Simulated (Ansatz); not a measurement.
A series of calculations on C$_{2}$H$_{10}$ClNSi$_{2}$

### Relaxation

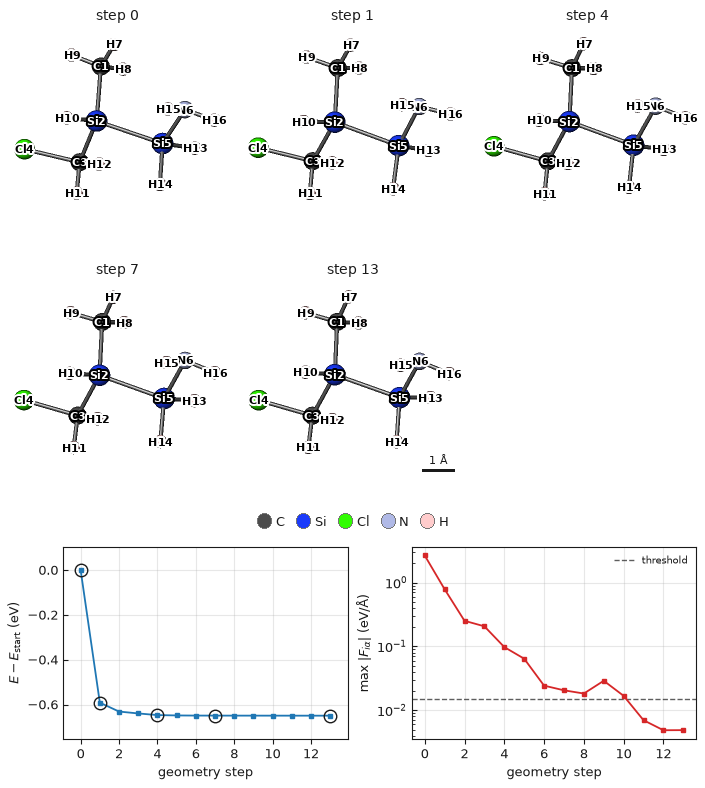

Frames of a relaxation of C₂H₁₀ClNSi₂, marked on the history of the run. The picture is a ball-and-stick view, seen from a free direction.

The run prepares an end point of a later path (inversion) calculation, from a guessed geometry.

Level of theory: RKS r2SCAN-D4/STO-3G (Ansatz 0.2.0).

Input
```yaml
crystal:
  periodic: [false, false, false]
  atoms:
    - { symbol: C, position_ang: [0.5106, -1.8298, 0.7449] }
    - { symbol: Si, position_ang: [0.759, -0.0777, 0.0874] }
    - { symbol: C, position_ang: [1.474, -0.0613, -1.6127] }
    - { symbol: Cl, position_ang: [3.188, -0.8133, -1.547] }
    - { symbol: Si, position_ang: [-1.2744, 1.0056, -0.1154] }
    - { symbol: "N", position_ang: [-2.1318, 1.1162, 1.3665] }
    - { symbol: H, position_ang: [-0.007, -1.7586, 1.7124] }
    - { symbol: H, position_ang: [-0.1292, -2.347, 0.0441] }
    - { symbol: H, position_ang: [1.4076, -2.3119, 0.8991] }
    - { symbol: H, position_ang: [1.6154, 0.6829, 1.0767] }
    - { symbol: H, position_ang: [1.6327, 0.9526, -1.9614] }
    - { symbol: H, position_ang: [0.9246, -0.615, -2.3037] }
    - { symbol: H, position_ang: [-2.2022, 0.3469, -1.082] }
    - { symbol: H, position_ang: [-1.1088, 2.4241, -0.5157] }
    - { symbol: H, position_ang: [-1.6487, 1.6968, 2.0258] }
    - { symbol: H, position_ang: [-3.0326, 1.5667, 1.2252] }
basis:
  gaussian: { orbitals: STO-3G }
hamiltonian:
  xc: r2scan
  dispersion: d4
relax:
  f_tol: 0.015
  max_steps: 40
output:
  orbitals: {}
```

Command:
```bash
ansatz run input.yaml --threads 1 --pin off --max-ram 2048MiB --backend cpu --events-out ev --progress --plain --runs-dir out
```

What happens along the run?

Answer. H14 moves most after the best rigid fit: 0.30 Å. By element the largest moves are H 0.30 Å, Si 0.12 Å, N 0.12 Å, Cl 0.11 Å, C 0.10 Å. Near-neighbour distances that change, for instance: Si5–N6 1.716 → 1.799 Å, C1–H9 1.030 → 1.096 Å, Si2–H10 1.513 → 1.449 Å, C3–H12 1.042 → 1.102 Å. Among the angles between lasting bonds that change: N6–Si5–H14 103.1° → 113.9°, C3–Si2–H10 112.3° → 106.7°, H8–C1–H9 112.9° → 107.9°. Over 13 geometry steps the energy falls by 0.650 eV. The largest force component goes from 2.7 to 0.0049 eV/Å. From step 0 to 1: H16 moves most (0.19 Å), energy −0.592 eV. From step 1 to 4: H16 moves most (0.13 Å), energy −0.056 eV. From step 4 to 7: H atoms move most (0.09 Å), energy −0.002 eV. From step 7 to 13: H13 moves most (0.10 Å), energy 0.000 eV.

```
step  E − E(0), eV  largest force component, eV/Å
   0        0.0000                         2.6567
   1       -0.5917                         0.7867
   2       -0.6314                         0.2521
   3       -0.6398                         0.2065
   4       -0.6472                         0.0978
   5       -0.6488                         0.0642
   6       -0.6494                         0.0243
   7       -0.6495                         0.0206
   8       -0.6496                         0.0183
   9       -0.6496                         0.0290
  10       -0.6497                         0.0168
  11       -0.6498                         0.0070
  12       -0.6498                         0.0049
  13       -0.6498                         0.0049
```

Limits of the set-up: STO-3G is a minimal basis, so the numbers are rough.

### Relaxation

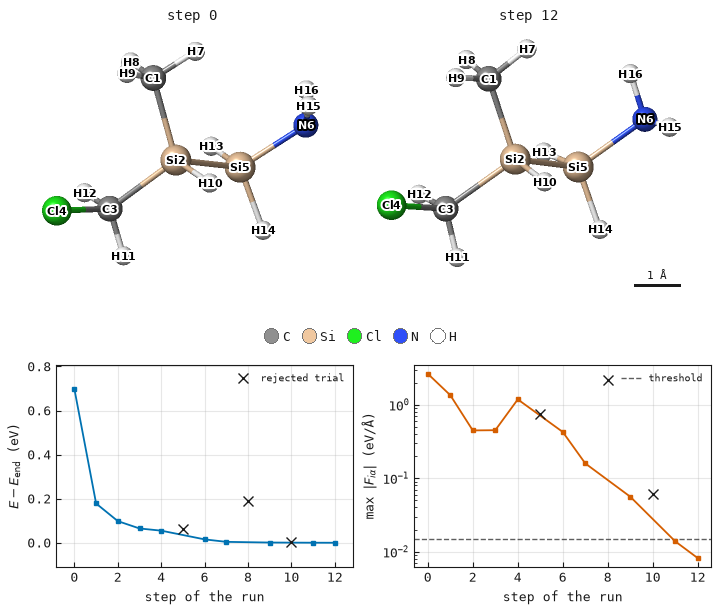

First and last geometry of a relaxation of C₂H₁₀ClNSi₂, with the history of the run. Style: ball-and-stick. Shown at a tilt.

The run prepares an end point of a later path (inversion) calculation, from a guessed geometry.

Method: Ansatz 0.2.0, RKS r2SCAN-D4/STO-3G.

The input:
```yaml
crystal:
  periodic: [false, false, false]
  atoms:
    - { symbol: C, position_ang: [0.5106, -1.8298, 0.7449] }
    - { symbol: Si, position_ang: [0.759, -0.0777, 0.0874] }
    - { symbol: C, position_ang: [1.474, -0.0613, -1.6127] }
    - { symbol: Cl, position_ang: [3.188, -0.8133, -1.547] }
    - { symbol: Si, position_ang: [-1.2744, 1.0056, -0.1154] }
    - { symbol: "N", position_ang: [-2.1318, 1.1162, 1.3665] }
    - { symbol: H, position_ang: [-0.007, -1.7586, 1.7124] }
    - { symbol: H, position_ang: [-0.1292, -2.347, 0.0441] }
    - { symbol: H, position_ang: [1.4076, -2.3119, 0.8991] }
    - { symbol: H, position_ang: [1.6154, 0.6829, 1.0767] }
    - { symbol: H, position_ang: [1.6327, 0.9526, -1.9614] }
    - { symbol: H, position_ang: [0.9246, -0.615, -2.3037] }
    - { symbol: H, position_ang: [-2.2022, 0.3469, -1.082] }
    - { symbol: H, position_ang: [-1.1088, 2.4241, -0.5157] }
    - { symbol: H, position_ang: [-1.59417, 0.74751, 2.1282] }
    - { symbol: H, position_ang: [-2.97403, 0.54696, 1.3352] }
basis:
  gaussian: { orbitals: STO-3G }
hamiltonian:
  xc: r2scan
  dispersion: d4
relax:
  f_tol: 0.015
  max_steps: 40
```

Run as
```bash
ansatz run input.yaml --threads 1 --pin off --max-ram 2048MiB --backend cpu --events-out ev --progress --plain --runs-dir out
```

What do the curves and the structures tell?

Answer. It converged. Over 9 accepted moves (12 points after the start) the energy falls by 0.697 eV. Largest force component: 2.6 eV/Å at the start, 0.0082 eV/Å at the end. The line search rejected the trial steps at points 5, 8, 10 of the run. The largest move after the best rigid fit is that of H15, 0.77 Å. Largest moves by element: H 0.77 Å, N 0.29 Å, Cl 0.13 Å, Si 0.10 Å, C 0.07 Å. Near-neighbour distances that change, for instance: Si5–N6 1.716 → 1.794 Å, C1–H9 1.030 → 1.096 Å, Si2–H10 1.513 → 1.449 Å, C3–H12 1.042 → 1.103 Å. Bond angles that change, for instance: C3–Si2–H10 112.3° → 106.8°, H8–C1–H9 112.9° → 107.7°, Si2–Si5–H13 113.4° → 108.9°. Groups turn about Si5–N6 by about 55°. Cost: 100 s on 1 thread of Intel(R) Xeon(R) Processor @ 2.70GHz (shared host), peak memory 0.2 GiB.

```
step  E − E(0), eV  largest force component, eV/Å      note
   0        0.0000                         2.6424          
   1       -0.5190                         1.3507          
   2       -0.5990                         0.4477          
   3       -0.6324                         0.4507          
   4       -0.6423                         1.1840          
   5       -0.6362                         0.7402  rejected
   6       -0.6819                         0.4263          
   7       -0.6931                         0.1592          
   8       -0.5092                         2.1525  rejected
   9       -0.6962                         0.0561          
  10       -0.6960                         0.0618  rejected
  11       -0.6970                         0.0138          
  12       -0.6972                         0.0082
```

Limits of the set-up: STO-3G is a minimal basis, so the numbers are rough.

### Path

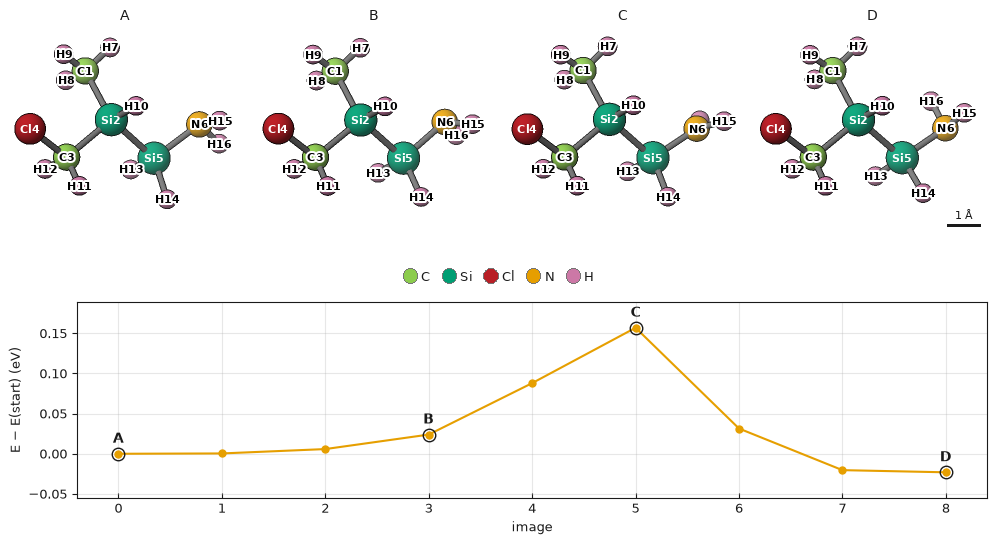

A search for the minimum-energy path of C2H10ClNSi2 by the nudged elastic band. Images are numbered from 0 (start) to 8 (end). Frames A to D are images 0, 3, 5, 8. A ball-and-stick model, seen at a tilt.

Level of theory: RKS r2SCAN-D4/STO-3G (Ansatz). Set-up: 7 movable images; climbing image; force threshold 0.05 eV/Å; iteration limit 27; starting path through a guess of the saddle point.

Describe the mechanism and the energy profile.

Answer. Forward barrier 0.157 eV, backward barrier 0.180 eV, with image 5 at the top; the reaction energy is −0.023 eV. The motion is an umbrella inversion at N6. No bond forms or breaks between the ends. Bond angles that change up to the highest image, for instance: Si5–N6–H15 107.2° → 124.0°, Si5–N6–H16 106.8° → 122.9°. The band converged in 11 iterations. The largest component of the band force went from 20 to 0.047 eV/Å. The climbing image converged on the top of the path. Its vibrational analysis gives one imaginary mode (422i cm⁻¹), as a transition state must have.

Limits of the set-up: STO-3G is a minimal basis, so the numbers are rough.

Cost: 8 min on 1 thread of Intel(R) Xeon(R) Processor @ 2.70GHz (shared host), peak memory 0.16 GiB.
